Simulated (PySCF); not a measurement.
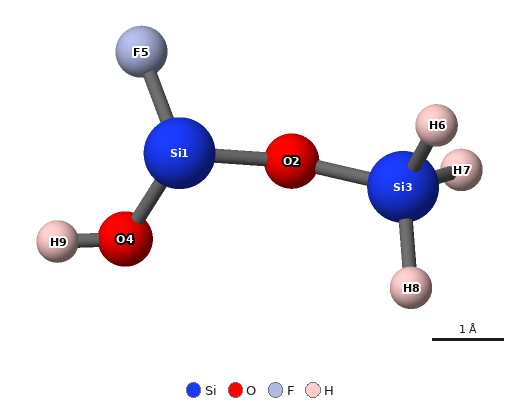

*The input geometry (ball-and-stick view, seen at a tilt; atoms are numbered from 1 in the order of the input).*

Bond lengths as drawn: F–Si 1.63 Å, H–O 0.96 Å, H–Si 1.49 Å and O–Si 1.63 to 1.66 Å.

# EPR calculation of Si2H4O2F

Si2H4O2F, multiplicity 2, SMILES O[Si](F)O[SiH3], computed with UKS BHandHLYP, IGLO-III on F O Si, pcH-1 on H, non-relativistic, mean-field spin-orbit, GIAO (PySCF 2.14.0).

Output
```
UKS, coarse grid
  cycle   1  E = -831.67258133  |g| = 7.35e-01
  cycle   2  E = -831.58274922  |g| = 9.20e-01
  cycle   3  E = -831.86063187  |g| = 4.89e-02
  cycle   4  E = -831.86154380  |g| = 3.60e-02
  cycle   5  E = -831.86197213  |g| = 7.41e-03
  cycle   6  E = -831.86200507  |g| = 1.87e-03
  cycle   7  E = -831.86200844  |g| = 7.77e-04
UKS, final grid
  cycle   1  E = -831.86197082  |g| = 8.49e-04
  cycle   2  E = -831.86197074  |g| = 1.07e-03
  cycle   3  E = -831.86197111  |g| = 7.47e-05
  cycle   4  E = -831.86197112  |g| = 4.12e-05
  cycle   5  E = -831.86197112  |g| = 1.41e-05
E = -831.86197112 Eh   <S^2> = 0.7523 (exact 0.7500)
g shifts (ppm)      1          2          3
  rmc          -216       -216       -216
  gc            101        101         41
  oz_so       -2021      -1534       -247
  total       -2137      -1649       -422
hyperfine (MHz)  atom isotope    a_iso     a_fc   dipolar eigenvalues
    0  29Si   -1177.60   -1178.61   -117.37     57.92     59.45
    1   17O     -62.48     -62.48    -25.64     12.33     13.32
    2  29Si       1.93       1.93     -1.22      0.52      0.70
    3   17O     -45.23     -45.23    -34.37     16.60     17.77
    4   19F     395.64     394.88   -125.49   -119.06    244.55
    5    1H      -1.16      -1.16     -1.53     -1.19      2.72
    6    1H       4.41       4.41     -1.09     -0.79      1.88
    7    1H      -0.79      -0.79     -1.41     -1.10      2.51
    8    1H      -9.34      -9.37    -10.88     -3.96     14.84
```

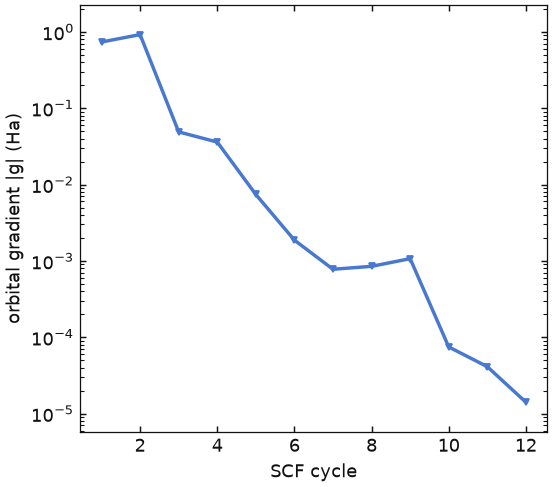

*Convergence of the self-consistent field: orbital gradient |g| against the SCF cycle.*

All cycles printed in the log are drawn one after another.

The run was set up as follows.

The input
```
{"job": {"kind": "epr", "xc": "BHandHLYP"}, "charge": 0, "multiplicity": 2}
Si     0.979173     1.103930     0.198291
O      0.081046    -0.261294     0.170262
Si    -1.353735    -1.083172     0.329394
O      1.344347     1.464894    -1.373302
F      2.349292     0.782845     1.011075
H     -1.860800    -0.949008     1.726561
H     -1.102928    -2.516410     0.017396
H     -2.369253    -0.527498    -0.612319
H      1.914685     2.226846    -1.517521
```

The first line tells a small driver script what to run in PySCF; the rest is the geometry in Å.

Launched with:
```bash
OMP_NUM_THREADS=1 python <driver script> task.json out
```

Summary

| quantity | value |
| --- | --- |
| outcome | converged |
| total energy | −831.861971 hartree |
| ⟨S²⟩ | 0.752 |
| isotropic g | 2.0009 |
| hardware | 1 CPU thread, shared host |
| wall time | 46 s |
| peak memory | 0.79 GiB |
